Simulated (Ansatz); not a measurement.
# Lattice dynamics of MgSi (P4/mmm), part 2 of 2

The cell of MgSi (P4/mmm) is at rest. What are its phonons? After the zone centre comes a 2×2×2 q mesh on a 16×16×12 k mesh.

Ansatz 0.2.0; DFT PBEsol, scalar-relativistic, plane waves, norm-conserving pseudopotentials.

So far. Step 2 (Linear response at the zone centre): Before it was imposed, the acoustic sum rule was missed by 0.0090 eV/Å². Small misses are needed for a sound result but don't prove that mesh and cutoff are converged. The lowest optical mode is real, 205 cm⁻¹.

**3. The dispersion (continued)**

Interpolated from a 2×2×2 q mesh, rough between the solved points. Phonon branches along the path, in cm⁻¹:

```
    point  branch 1  branch 2  branch 3  branch 4  branch 5  branch 6
        Γ         0         0         0       205       205       298
        X       122       123       186       203       204       314
        M       -72       -72       196       222       306       306
        Γ         0         0         0       205       205       298
        Z       113       113       141       141       224       234
        R      -133       127       149       208       266       334
        A      -151      -151       193       263       293       293
        Z       113       113       141       141       224       234
jump to X       122       123       186       203       204       314
        R      -133       127       149       208       266       334
jump to M       -72       -72       196       222       306       306
        A      -151      -151       193       263       293       293
```

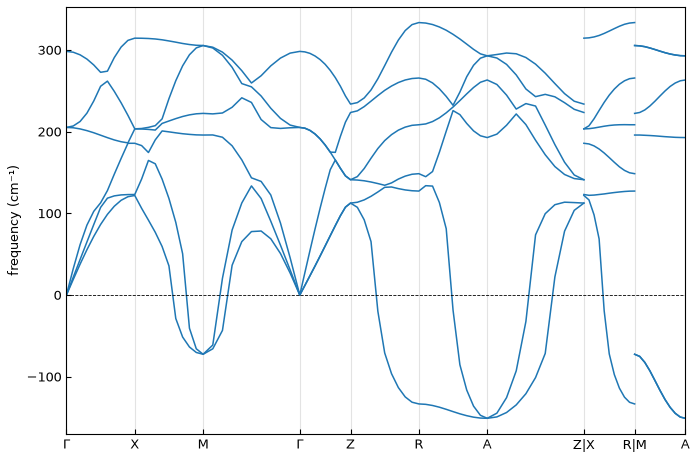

Phonon branches along the path.

The phonon density of states has structure finer than the step of the table below, so its rows give means over 25 cm⁻¹, whole bins alone (the curve runs from -152 to 332 cm⁻¹). Peaks (cm⁻¹: height): -127.5: 0.00733, 127.5: 0.0157, 172.5: 0.0234, 197.5: 0.0372, 242.5: 0.0358, 282.5: 0.0253.

Tetrahedra on a 22×22×16 mesh, mean over bins of 5 cm-1. Interpolated from a 2×2×2 q mesh, rough between the solved points. Phonon density of states against wavenumber; means over each step:

```
wavenumber (cm⁻¹)  phonon density of states (1/cm⁻¹/cell)
             -125                                 0.00692
             -100                                 0.00661
              -75                                 0.00598
              -50                                 0.00407
              -25                                 0.00258
                0                                 0.00247
               25                                 0.00370
               50                                 0.00813
               75                                  0.0115
              100                                  0.0126
              125                                  0.0136
              150                                  0.0131
              175                                  0.0199
              200                                  0.0303
              225                                  0.0259
              250                                  0.0259
              275                                  0.0179
              300                                  0.0206
```

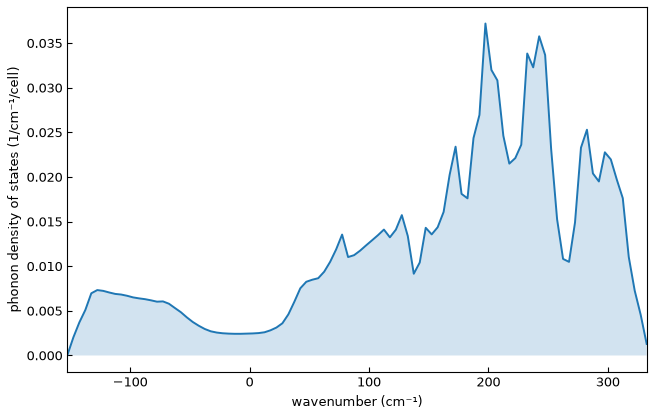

Phonon density of states, plotted against wavenumber.

The partial phonon density of states has structure finer than the step of the table below, so its rows give means over 25 cm⁻¹, whole bins alone (the curve runs from -160 to 353 cm⁻¹). Peaks (cm⁻¹: height): Mg 201.2: 0.0224, 243.1: 0.0255, 297.9: 0.0179; Si -85.6: 0.00616, 78.7: 0.0103, 107.7: 0.0114, 172.2: 0.0114, 207.6: 0.0132, 227.0: 0.0118, 281.7: 0.00849.

Phonopy on the run's constants, 19x19x15 mesh, Gaussian sigma 3.7 cm-1. Interpolated from a 2×2×2 q mesh, rough between the solved points. Table of partial phonon density of states by wavenumber; means over each step; values in 1/cm⁻¹/cell:

```
wavenumber (cm⁻¹)       Mg       Si
             -125  0.00123  0.00570
             -100  0.00116  0.00540
              -75  0.00105  0.00524
              -50   7.2e-4  0.00381
              -25   4.8e-4  0.00229
                0   1.4e-4   5.3e-4
               25   8.5e-4  0.00289
               50  0.00220  0.00590
               75  0.00307  0.00910
              100  0.00327  0.00921
              125  0.00533  0.00825
              150  0.00620  0.00724
              175   0.0101   0.0101
              200   0.0178   0.0118
              225   0.0147   0.0110
              250   0.0178  0.00819
              275   0.0119  0.00618
              300   0.0163  0.00397
              325  0.00561  0.00140
```

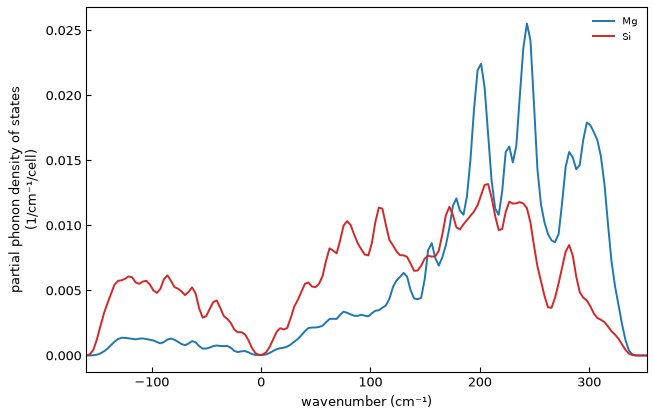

Partial phonon density of states, plotted against wavenumber.

Second derivatives of the energy by pair, one row for each kind of neighbour of each atom listed. Each entry sums the pair over the periodic images of the supercell that the q mesh stands for, and in a polar crystal it holds the long-range dipole part too. Force constants by pair, by row:

```
atom  neighbour  distance (Å)  third of the trace (eV/Å²)  along the pair's line (eV/Å²)
 Mg1     itself             0                       4.516                              –
 Mg1         Si         2.869                     -0.3458                         -1.167
 Mg1         Mg         2.938                     -0.8709                         -3.218
 Mg1         Mg         3.958                      0.0352                        -0.0494
 Mg1         Mg         4.155                     -0.0532                        -0.1034
 Mg1         Mg         4.929                      0.0149                        -0.0422
 Mg1         Mg         5.738                     -0.0197                          -0.01
 Si2     itself             0                        2.63                              –
 Si2         Mg         2.869                     -0.3458                         -1.167
 Si2         Si         2.938                      0.3461                          1.076
 Si2         Si         3.958                      0.1126                         -0.976
 Si2         Si         4.155                     -0.5617                        -0.8871
 Si2         Si         4.929                     -0.1383                        -0.0025
 Si2         Si         5.738                      0.1696                         0.1586
```

Symmetry leaves 6 wavevectors to solve. The lowest mode among them, the acoustic zeros apart, lies at q = (-0.5, -0.5, -0.5) and is imaginary, 150.9i cm⁻¹, so the energy falls along it.

**4. Results**

- space group (within 0.01 Å): P4/mmm
- volume per atom: 17.1 Å³
- electronic character: no gap on this mesh
- highest optical mode at the zone centre (no LO-TO term): 298 cm⁻¹
- lowest optical zone-centre mode: 205 cm⁻¹
- lowest mode on the q mesh (acoustic modes at Γ apart): -151 cm⁻¹
- highest frequency on the path or at a solved wavevector: 334 cm⁻¹
- imaginary modes on the 2×2×2 q mesh: yes

In words: Modes are clearly imaginary (beyond 10i cm⁻¹) at 3 of the 6 irreducible wavevectors, most at q = (-0.5, -0.5, -0.5) (150.9i cm⁻¹), so this structure is not a minimum of the energy. The optical modes at Γ span 205 to 298 cm⁻¹. The q mesh stands for a supercell only 5.9 Å across, so branches between the solved wavevectors are rough. With no gap, or one that is small against the smearing, the frequencies hang on the k mesh and the smearing, most of all near Kohn anomalies. These are harmonic frequencies at zero temperature: anharmonic shifts, linewidths and thermal expansion are left out.

[Logs are printed without paths, hosts, clocks, repeated set-up lines and the standing remarks that a program may print on its own settings, such as how far it seeks lower states.]

[Hosts, paths, dates, database ids (printed as entryN), source tags and the programs' standing remarks are cut or masked in the printed files.]
